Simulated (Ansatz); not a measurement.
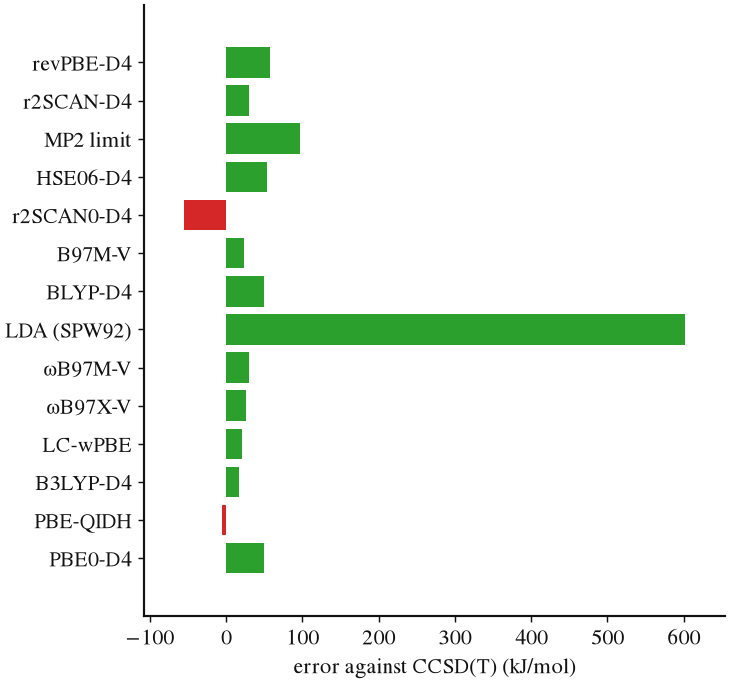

Error in the electronic atomisation energy (method less reference, so positive means overbinding) of C₂H₃ClFN, SMILES C/N=C(\F)Cl: functionals in def2-TZVPP against frozen-core CCSD(T) at the limit (MP2 extrapolated from triple and quadruple zeta, plus CCSD(T) less MP2 in a smaller set), which gives 3028.4 kJ/mol, at a PBE0-D4/def2-TZVP geometry (a minimum by its frequencies), no zero-point or spin-orbit term, the Ansatz code 0.2.0. The reference leaves out core correlation, a term that grows with the number of heavy atoms. PBE-QIDH holds a correlation term that converges slowly with the basis, so part of the distance to the limit is basis error. No dispersion term is added to LC-wPBE and PBE-QIDH. Limit means the basis limit.

> Which of these levels overbind, and which underbind?

Overbind: revPBE-D4, r2SCAN-D4, MP2 limit, HSE06-D4, BLYP-D4, LDA (SPW92), ωB97M-V, ωB97X-V and PBE0-D4. Underbind: r2SCAN0-D4. Within 25 kJ/mol of zero, too close to call in view of what the reference leaves out: B97M-V, LC-wPBE, B3LYP-D4 and PBE-QIDH.

> Give the values.

| level | kJ/mol |
| --- | --- |
| revPBE-D4 | 57.6 |
| r2SCAN-D4 | 29.5 |
| MP2 limit | 96.3 |
| HSE06-D4 | 53.3 |
| r2SCAN0-D4 | −55.0 |
| B97M-V | 24.0 |
| BLYP-D4 | 49.7 |
| LDA (SPW92) | 602.0 |
| ωB97M-V | 30.0 |
| ωB97X-V | 25.9 |
| LC-wPBE | 21.3 |
| B3LYP-D4 | 16.4 |
| PBE-QIDH | −5.9 |
| PBE0-D4 | 49.8 |
